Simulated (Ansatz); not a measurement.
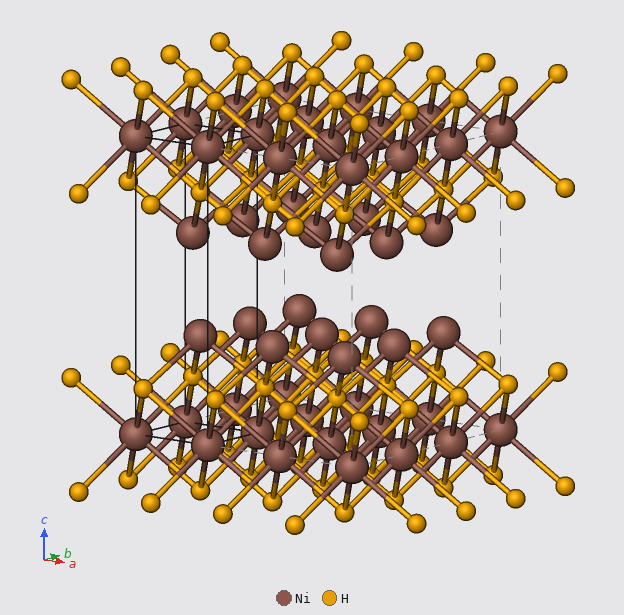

The structure above is drawn in ball-and-stick style and viewed slightly off an axis. The solid frame is a single conventional unit cell within a 3×3×1 block. Some neighbours outside the box are added.

The composition is Ni3H2.

Question: What lies around H?

Answer: Each H has six Ni in an octahedral arrangement.

Question: What kind of network do the bonds form?

Answer: The bonds build Ni3H2 layers parallel to (001).

The model was built from a textbook structure type filled with these elements (whether it is the usual form wasn't checked). Atoms and cell were optimised with DFT PBE, scalar-relativistic, plane waves, PAW (Ansatz).
